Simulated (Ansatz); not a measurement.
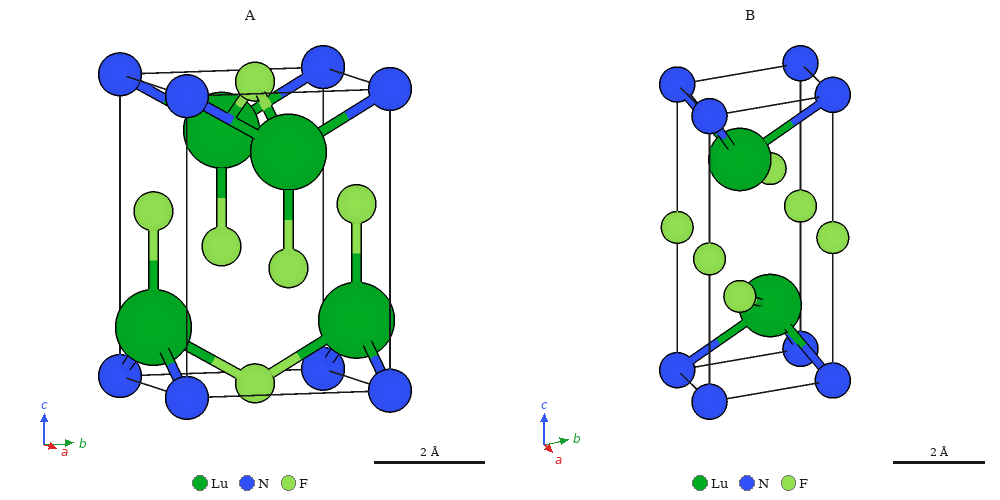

Two structures of Lu2NF3, each relaxed to rest (conventional cells in solid outline, small ones repeated, not to one scale). Method: DFT PBE, scalar-relativistic, plane waves, PAW (Ansatz), without spin polarisation.

> Describe A and B.

A: 6 atoms a cell on a primitive tetragonal lattice, P-4m2. B: 6 atoms a cell on a primitive hexagonal lattice, P-3m1.

> Which has the lower energy, and by how much?

A is lower, by 60 meV/atom at this level of theory (energies at zero smearing). Volumes: A 14.1, B 12.3 Å³/atom.

One or both may be structure types tried for this composition rather than known phases.
